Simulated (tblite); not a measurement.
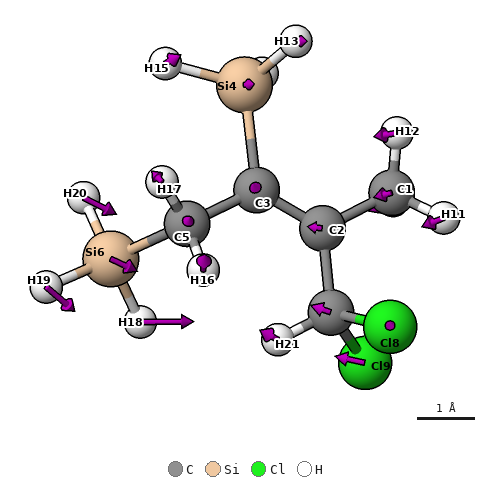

A relaxation of C5H12Cl2Si2. The starting structure is drawn; purple arrows show the displacements, magnified 3 times. The two geometries are superimposed by the best rigid fit.

Style: ball-and-stick. Shown face on.

These are results of GFN2-xTB geometry optimisation, gas phase (tblite), not measurements. 

**What did the optimiser do to the structure, and how much energy did it gain?**

The energy falls by 0.210 eV in 81 geometry steps. An H atom moves most after the best rigid fit: 0.32 Å. By element the largest moves are H 0.32 Å, Si 0.19 Å, Cl 0.19 Å, C 0.13 Å. Near-neighbour distances that change, for instance: C–C 1.377 → 1.340 Å, C–Si 1.877 → 1.913 Å, C–C 1.529 → 1.494 Å, H–Si 1.493 → 1.462 Å. Among the angles between lasting bonds that change: C–C–Si 116.9° → 111.4°, H–C–H 104.7° → 108.8°, Si–C–C 112.5° → 115.6°.
